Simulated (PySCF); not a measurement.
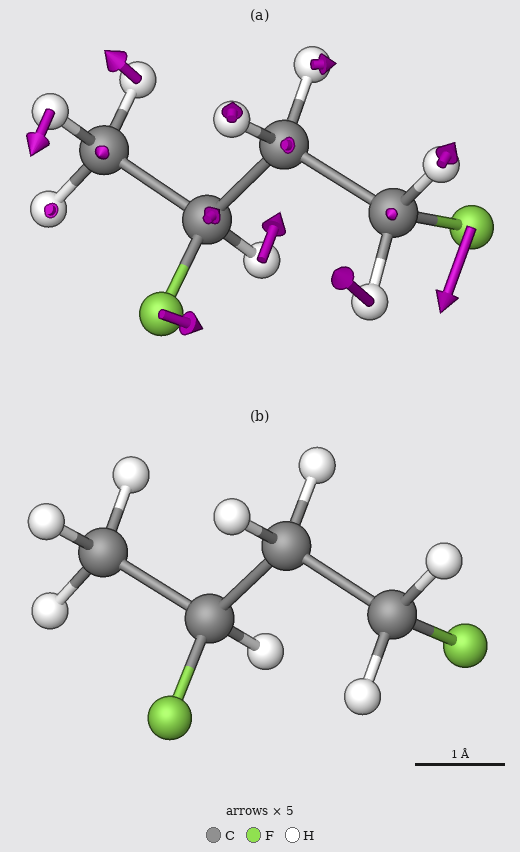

The structure of C4H8F2 before (top) and after (bottom) a relaxation, at one scale. The purple arrows give the displacements, magnified 5 times.

Style: ball-and-stick. Shown at a tilt.

The start comes from GFN2-xTB.

Theory: PySCF 2.14.0, density-fitted response routines, PBE0-D3(BJ)/def2-SVP geometry optimisation, gas phase. 

**Describe what moved and what it gained.**

After 11 geometry steps the energy has fallen by 4.73 kJ/mol. Largest force component: 1.1 eV/Å at the start, 0.014 eV/Å at the end. The atom that moves furthest after the best rigid fit is an F atom (0.21 Å). Largest moves by element: F 0.21 Å, H 0.20 Å, C 0.05 Å. Near-neighbour distances that change, for instance: C–H 1.088 → 1.101 Å, C–C 1.523 → 1.510 Å. The run took roughly 80 core-seconds on a shared host.
